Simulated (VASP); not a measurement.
Band structure of NaI (rock salt). Level of theory: PBEsol GGA, VASP's PBE PAW potentials (set 64) (plane waves; VASP 6.6.1).

Unless said otherwise, spin-orbit coupling is left out, though it shifts the bands of the heavy elements here.

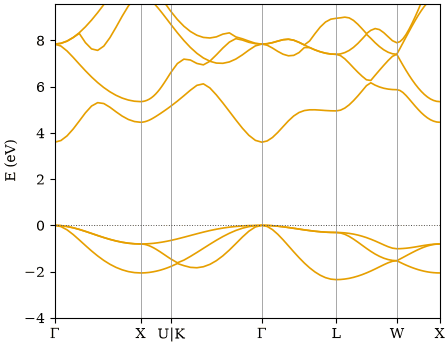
Fig. 1. Bands along high-symmetry lines, zero at the valence-band maximum or, without a gap, the Fermi level

Q: Read the plot: is there a gap, and where are the band edges?

A: The gap is direct, 3.60 eV, from the valence maximum at Γ to the conduction minimum at Γ. (Edges off the drawn lines would not show.)

Measured: gap 5.90 eV (computed value off by -2.30 eV), as given by Abedi et al., (2022), arXiv:2211.14644.

The compound is NaI in the rock salt structure. It was relaxed first.
